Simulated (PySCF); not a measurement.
```xyz
17

O     1.7858    1.0253    1.1931
C     1.4938    0.1270    0.4587
C     0.3176    0.1265   -0.4775
C    -0.5943    1.3530   -0.2298
C    -1.6437    1.0317    0.7851
N    -2.0158   -0.1030    1.1543
C    -1.4257   -1.3355    0.6943
C    -0.4501   -1.2129   -0.4187
H     2.2002   -0.7500    0.4058
H     0.8055    0.2303   -1.4502
H     0.1337    2.1178    0.1045
H    -0.9984    1.8069   -1.1504
H    -2.2216    1.8928    1.0900
H    -0.8968   -1.7588    1.5510
H    -2.2101   -2.0723    0.5424
H     0.2687   -2.0277   -0.2423
H    -0.9083   -1.3844   -1.3670
```

Geometry: GFN2-xTB, MD frame at 250 fs, 400 K.

Level of theory: PySCF 2.14.0, PBE0/pcSseg-1, SCF density, gas phase, non-relativistic.

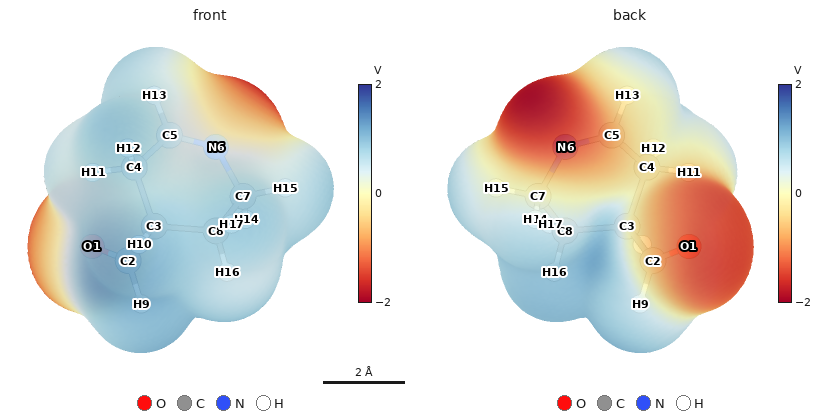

C6H9NO. The electrostatic potential painted on the density surface at 0.002 e/bohr³, seen from the front and from behind; the colour scale runs from red (negative) to blue (positive).

Q: Where is the surface potential most negative and most positive?

A: The most negative region (about −1.9 V, or −44 kcal/mol for a unit charge) lies over N6, the most positive (about +1.2 V, or +28 kcal/mol for a unit charge) over C2 and H10. N6 is the likeliest acceptor of a hydrogen bond.

Q: How polar is the molecule by this calculation?

A: Its dipole moment is 3.38 D.
